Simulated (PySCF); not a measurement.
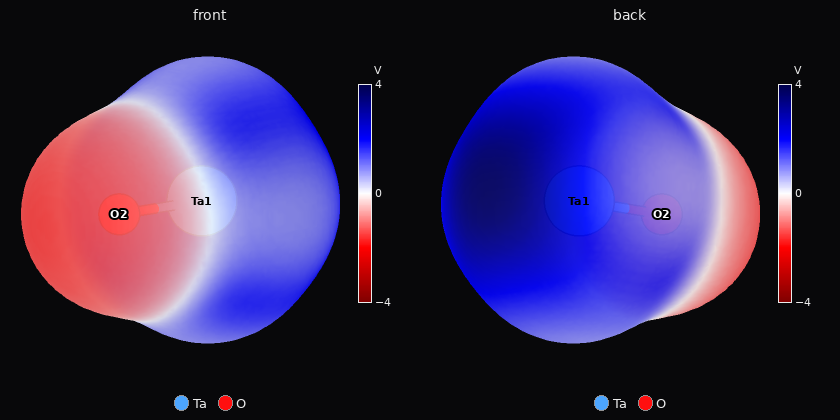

Figure. TaO (doublet). The molecular electrostatic potential painted on the density surface at 0.004 e/bohr³, seen from the front and from behind; red is negative and blue positive.

Core potentials replace the inner electrons of Ta.

Computed with PBE0/def2-TZVPP, non-relativistic Hamiltonian with scalar-relativistic core potentials where named, at a bond length of 1.682 Å in PySCF.

Which sites attract a positive test charge, and which a negative one?

A positive charge is drawn to the negative regions and a negative charge to the positive ones. The most negative region (about −1.5 V, or −35 kcal/mol for a unit charge) lies over O2, the most positive (about +3.7 V, or +85 kcal/mol for a unit charge) over Ta1. O2 is the likeliest acceptor of a hydrogen bond.
